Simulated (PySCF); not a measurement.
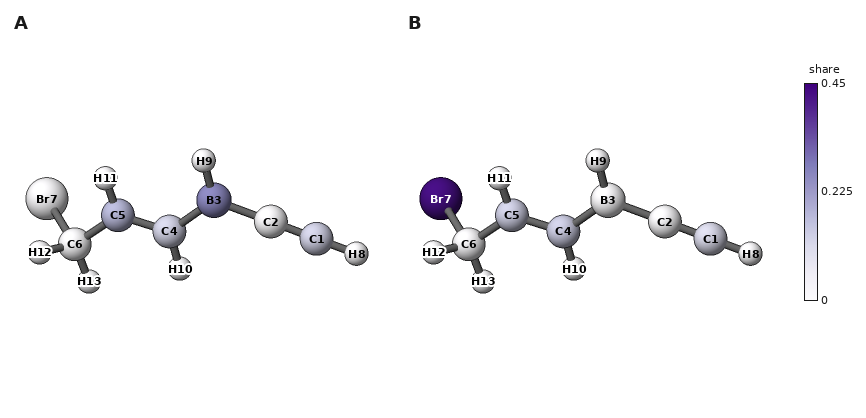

Each panel colours the atoms by their Löwdin share in one orbital (up to four of the largest shares; other atoms are shown as zero). Computed geometry: GFN2-xTB optimisation. No frequency run is at hand to confirm it as a minimum. Method: B3LYP/def2-SVPD (PySCF 2.14.0).

**The panels show the HOMO, LUMO, in some order. Which is which?**

A: LUMO, −2.82 eV; B3 0.26, C5 0.17, C1 0.13, C4 0.12
B: HOMO, −7.73 eV; Br7 0.43, C4 0.14, C5 0.13, C1 0.11

The geometry is semi-empirical. Around B, Br such bond lengths and angles can be off by a tenth of an ångström or more and by several degrees, and values that hang on the shape move with them.
